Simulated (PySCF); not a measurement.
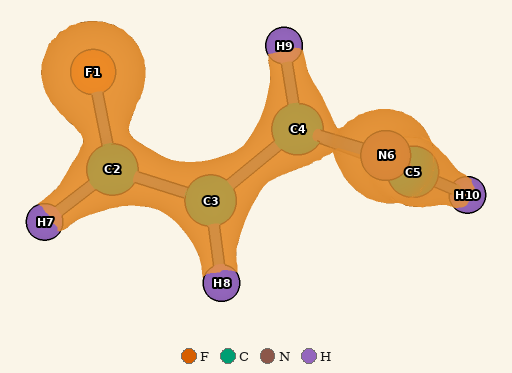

Figure. C₄H₄FN (charge +1, doublet). Isosurface of the electron density at 1.5 e/Å³ (orange), seen at a tilt.

Geometry: GFN2-xTB.

These are results of UKS B3LYP, pcH-1 on C F H N, non-relativistic, mean-field spin-orbit, GIAO in PySCF 2.14.0, density-fitted response routines, not measurements.

```xyz
10

F     2.1017    0.4577    1.0986
C     1.7699   -0.3175    0.1111
C     0.5014   -0.3156   -0.4028
C    -0.5322    0.5391    0.0824
C    -2.0205    0.0446    0.0167
N    -1.6754    0.8790   -0.7990
H     2.5791   -0.9443   -0.2508
H     0.2909   -0.9843   -1.2278
H    -0.2876    1.2578    0.8602
H    -2.7185   -0.6118    0.4888
```

Which contacts does the surface bridge?

Answer. At this value the surface is in one piece. It bridges the sampled C–N (1.22 Å), C–F (1.30 Å), C–C (1.37 Å) and C–H (1.07 Å) contacts, where the density stays above the isovalue. On the grid the lowest density along these lines, outside the cores, is 2.9 e/Å³ (C–N, 1.22 Å), 2 e/Å³ (C–F, 1.30 Å), 2.2 e/Å³ (C–C, 1.37 Å) and 2 e/Å³ (C–H, 1.07 Å).
